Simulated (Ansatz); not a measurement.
**C2H8ClGa: phonon calculation**

C2H8ClGa, computed with RHF/def2-mTZVP (Ansatz 0.2.0).

It belongs to a series of runs on one base structure; here: vibrations at the highest image of the band. Figures and captions count atoms from 1; the log counts them from 0 in places.

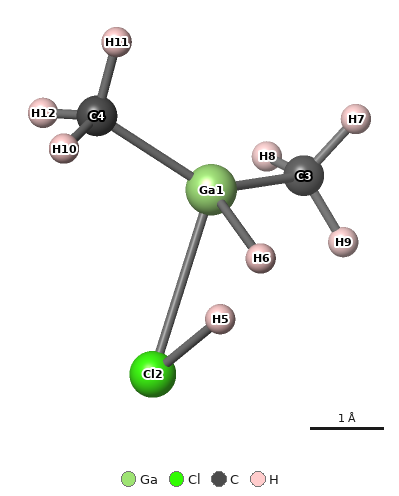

*The input geometry (ball-and-stick view, seen at a tilt; atoms are numbered from 1 in the order of the input). Sticks mark near contacts.*

Bond lengths as drawn: Cl–Ga 2.68 Å, Cl–H 1.52 Å, C–Ga 1.97 Å, C–H 1.08 Å and Ga–H 1.74 Å.

The input:
```yaml
crystal:
  periodic: [false, false, false]
  atoms:
    - { symbol: Ga, position_ang: [0.188185, -0.065215, 0.044983] }
    - { symbol: Cl, position_ang: [-0.944034, -2.442525, 0.523895] }
    - { symbol: C, position_ang: [0.163315, 0.155938, -1.916885] }
    - { symbol: C, position_ang: [-0.351275, 1.072583, 1.565759] }
    - { symbol: H, position_ang: [0.498764, -1.958652, 0.588281] }
    - { symbol: H, position_ang: [1.342771, -1.272592, 0.519941] }
    - { symbol: H, position_ang: [0.982133, 0.790461, -2.239483] }
    - { symbol: H, position_ang: [-0.759935, 0.61746, -2.245704] }
    - { symbol: H, position_ang: [0.26288, -0.797518, -2.418504] }
    - { symbol: H, position_ang: [-0.194457, 0.572068, 2.511894] }
    - { symbol: H, position_ang: [0.213173, 1.998647, 1.574652] }
    - { symbol: H, position_ang: [-1.401521, 1.329344, 1.491169] }
basis:
  gaussian: { orbitals: def2-mTZVP }
hamiltonian:
  xc: hf
phonons: {}
```

Hardware: 2 threads of Arm Neoverse V1, 24 GiB of memory available, shared host.

Launched with:
```bash
ansatz run input.yaml --threads 2 --pin off --max-ram 3072MiB --backend cpu --events-out ev --progress --plain --runs-dir out
```

The program's output:
```
Engine: ansatz 0.2.0, aarch64-unknown-linux-gnu
Functional definition: HF
  exchange = exact_x
  correlation = 0
1226 factors; integrals over basis functions are off by at most 6.9e-4 eV
mean field evaluation 1: about -67021.6182 eV, gradient 3.6e1 eV
mean field evaluation 2: about -67021.7237 eV, gradient 3.6e1 eV
mean field evaluation 4: about -67025.0525 eV, gradient 3.9e0 eV
mean field evaluation 8: about -67025.0926 eV, gradient 2.0e-1 eV
mean field -67025.09279529 eV, -2463.1267289872 hartree, gradient 2.0e-5 eV, S^2 0.000000; 0 other end points of the search recorded, 0 dependent functions left out
the calculation of the forces begins
reference -67025.09279529 eV, -2463.1267289872 hartree; 34, 34 occupied and 86, 86 virtual orbitals, 1226 factors
these checks for a lower state are left out or cut short: stability, starts, cluster_reference, orbital_swaps, neighbouring_geometries, increment
1226 factors; integrals over basis functions are off by at most 6.9e-4 eV
mean field evaluation 16: about -67025.0927 eV, gradient 1.1e-4 eV
mean field -67025.09274802 eV, -2463.1267272502 hartree, gradient 1.5e-6 eV, S^2 0.000000; 0 other end points of the search recorded, 0 dependent functions left out
[... from here on the field's lines of each further geometry are left out, up to the last ...]
the calculation of the forces begins
reference -67025.09278081 eV, -2463.1267284552 hartree; 34, 34 occupied and 86, 86 virtual orbitals, 1226 factors
these checks for a lower state are left out or cut short: stability, starts, cluster_reference, orbital_swaps, neighbouring_geometries, increment
1226 factors; integrals over basis functions are off by at most 6.9e-4 eV
mean field -67025.09278070 eV, -2463.1267284511 hartree, gradient 2.4e-6 eV, S^2 0.000000; 0 other end points of the search recorded, 0 dependent functions left out
the calculation of the forces begins
reference -67025.09278070 eV, -2463.1267284511 hartree; 34, 34 occupied and 86, 86 virtual orbitals, 1226 factors
WARN: phonons: modes at or below zero, which the zero-point energy, F, S and C_V leave out: 1, the lowest at -1457.93 cm⁻¹. A minimum has none, and a first-order saddle one
Total energy: -67025.09279529 eV, -2463.1267289872 hartree
Atom 0 at     0.188185    -0.065215     0.044983 Å, force    -0.008357     0.006827    -0.004262 eV/Å
Atom 1 at    -0.944034    -2.442525     0.523895 Å, force     0.010187     0.002566    -0.001895 eV/Å
Atom 2 at     0.163315     0.155938    -1.916885 Å, force     0.012326    -0.003354    -0.003828 eV/Å
Atom 3 at    -0.351275     1.072583     1.565759 Å, force    -0.002924    -0.000632    -0.000251 eV/Å
Atom 4 at     0.498764    -1.958652     0.588281 Å, force    -0.004401    -0.006555     0.003933 eV/Å
Atom 5 at     1.342771    -1.272592     0.519941 Å, force     0.003988    -0.006886     0.005536 eV/Å
Atom 6 at     0.982133     0.790461    -2.239483 Å, force    -0.001293     0.004537     0.000905 eV/Å
Atom 7 at    -0.759935     0.617460    -2.245704 Å, force    -0.009008     0.002887    -0.002351 eV/Å
Atom 8 at     0.262880    -0.797518    -2.418504 Å, force    -0.003824    -0.002622     0.002813 eV/Å
Atom 9 at    -0.194457     0.572068     2.511894 Å, force     0.000124    -0.005306    -0.002810 eV/Å
Atom 10 at     0.213173     1.998647     1.574652 Å, force     0.006983     0.004195     0.002191 eV/Å
Atom 11 at    -1.401521     1.329344     1.491169 Å, force    -0.003803     0.004344     0.000017 eV/Å
Dipole moment:     0.298518     0.552695    -0.105710 e Å
Vibrations: -1457.93 46.53 56.24 103.22 140.19 155.30 201.55 466.86 565.97 631.56 749.66 783.11 824.68 855.17 1148.26 1166.76 1391.06 1396.33 1397.48 1592.42 1594.33 1596.57 1600.36 1714.46 3169.77 3171.80 3228.65 3229.28 3252.67 3252.97 cm⁻¹, zero-point energy 2.447648 eV
```

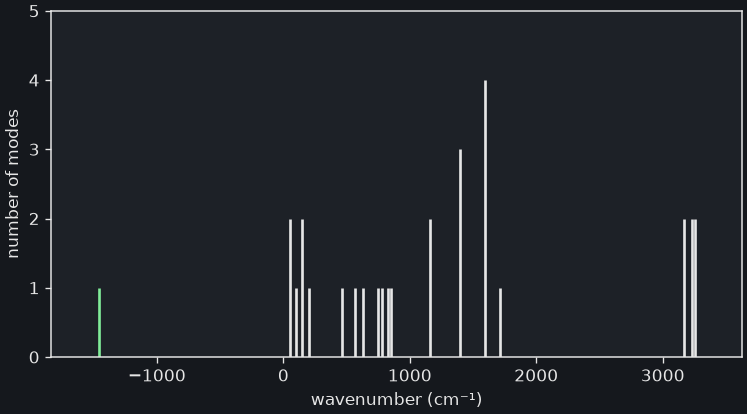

*Harmonic vibrational wavenumbers from the force constants; neighbouring modes closer than 21 cm⁻¹ are counted in one stick, and imaginary ones are drawn at negative wavenumbers.*

30 modes from 1458i to 3253 cm⁻¹, 1 imaginary beyond 8i (1458i cm⁻¹): a first-order saddle point, if the geometry is stationary.

Results in brief:

```json
{"quantity": "outcome", "value": "converged"}
{"quantity": "total energy", "value": "−67025.0928 eV"}
{"quantity": "mean-field energy", "value": "−67025.0928 eV"}
{"quantity": "largest force (length of the vector)", "value": "0.013 eV/Å"}
{"quantity": "wall time", "value": "2.1 min (CPU time 4 min)"}
{"quantity": "peak memory", "value": "0.28 GiB"}
```
